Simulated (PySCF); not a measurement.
Si(CCH)(Me)2(NMe2), SMILES C#C[Si](C)(N(C)C)C at its GFN2-xTB optimised geometry (Å):

```
21

C     -0.9281     1.7168    -0.0494
C     -0.5434     0.5780     0.0000
Si     0.0131    -1.2071     0.0000
C      1.9137    -1.2071     0.0000
C     -0.6835    -2.0171     1.5720
N     -0.5368    -2.1053    -1.3712
C      0.0692    -1.9363    -2.6690
C     -1.9049    -2.5499    -1.4753
H     -1.2567     2.7167    -0.0771
H      2.3167    -2.1970    -0.1889
H      2.2884    -0.8751     0.9625
H      2.3136    -0.5325    -0.7500
H     -0.5642    -3.0958     1.5561
H     -0.1670    -1.6397     2.4483
H     -1.7382    -1.7973     1.7016
H      1.1108    -1.6522    -2.5574
H      0.0183    -2.8770    -3.2250
H     -0.4413    -1.1643    -3.2581
H     -2.5323    -1.8147    -1.9944
H     -2.3167    -2.7167    -0.4850
H     -1.9459    -3.4881    -2.0364
```

Computed with PBE0/def2-SVP (PySCF). Cells within 0.4 Å of a nucleus heavier than hydrogen are left out (blank, or x).

Map of the electron localisation function on the plane z = 1.2 Å:

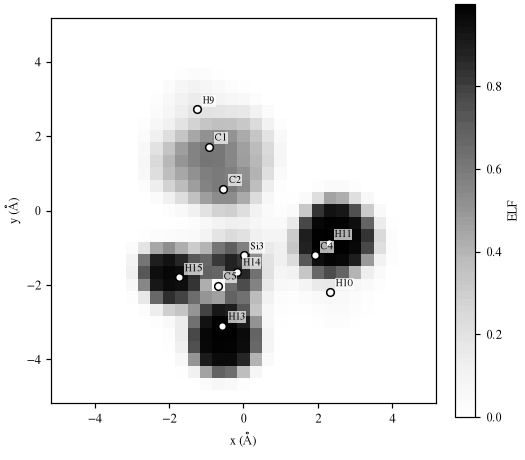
*Electron localisation function on the plane z = 1.2 Å.*
